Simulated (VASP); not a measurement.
Band structure of Mg3ZnTe4 (ordered alloy cell). These are PBEsol GGA, VASP's PBE PAW potentials (set 64) (plane waves; VASP) values and carry that method's errors.

Unless said otherwise, spin-orbit coupling is left out, though it shifts the bands of the heavy elements here.

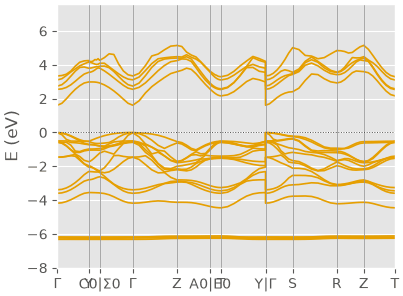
Figure. Bands along high-symmetry lines, zero at the valence-band maximum or, without a gap, the Fermi level

Q: Read the plot: is there a gap, and where are the band edges?

A: The gap is direct, 1.61 eV, from the valence maximum at Γ to the conduction minimum at Γ. (Edges off the drawn lines would not show.)

The structure was generated: Mg3ZnTe4 was put into an ordered model structure (Amm2), which need not be its known phase. It was relaxed first.
